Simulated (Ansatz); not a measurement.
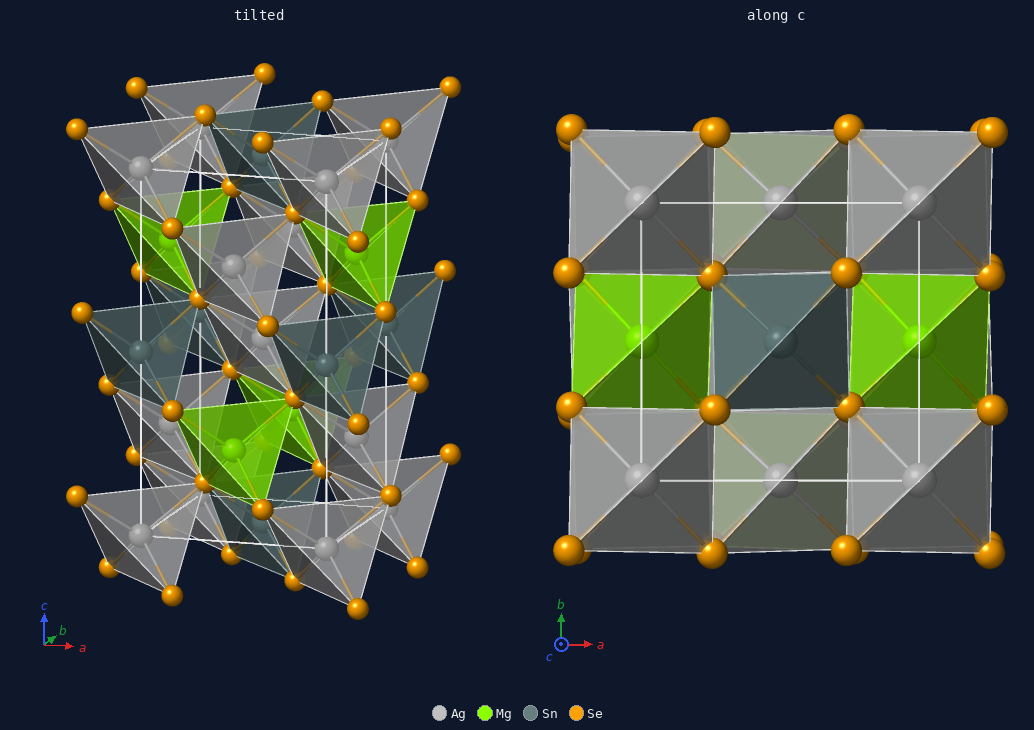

A polyhedral rendering, viewed slightly off an axis and along the c axis. Lines trace the edges of the conventional unit cell. A few atoms beyond the faces are included.

MgAg2SnSe4, space group I-4 (No. 82), a = 6.101 Å, b = 6.101 Å, c = 11.783 Å, α = 90.00°, β = 90.00°, γ = 90.00°. Origin of the cell: a structure type filled with these elements by a generator (whether the compound takes this form wasn't checked). Earlier steps of the study may have refined or changed the cell and positions. It went into a calculation with Ansatz.

This one geometry was computed with Ansatz (DFT, plane waves, PAW) at five levels of theory: PBE0, PBE, HSE06, r2SCAN and PBE with spin-orbit coupling. It was relaxed beforehand with r2SCAN.

Q: Which level gives the highest pressure at this volume, and what does that say about its equilibrium volume?

A: Highest: PBE (1.5 GPa) and PBE with spin-orbit coupling (1.5 GPa), which points to the largest equilibrium volume. Lowest, with the smallest volume: PBE0 (0.1 GPa), HSE06 (0.2 GPa) and r2SCAN (0.0 GPa). Levels within 0.5 GPa of each other can't be told apart.

Q: How does the band gap change with the level of theory?

A: PBE with spin-orbit coupling: a gap of 0.32 eV, direct; PBE: a gap of 0.36 eV, direct; r2SCAN: a gap of 0.76 eV, direct; HSE06: a gap of 1.30 eV, direct; PBE0: a gap of 1.91 eV, direct.

Q: Collect the results in a table.

A:
| level | cutoff (eV) | k-mesh of the run's cell | gap (eV) | pressure (GPa) |
| --- | --- | --- | --- | --- |
| PBE0 | 420 | 4×4×4 | 1.91 | 0.1 |
| PBE | 420 | 6×6×6 | 0.36 | 1.5 |
| HSE06 | 420 | 4×4×4 | 1.30 | 0.2 |
| r2SCAN | 500 | 6×6×6 | 0.76 | 0.0 |
| PBE with spin-orbit coupling | 420 | 6×6×6 | 0.32 | 1.5 |

Gaps are taken on the k-mesh or band path of each run.
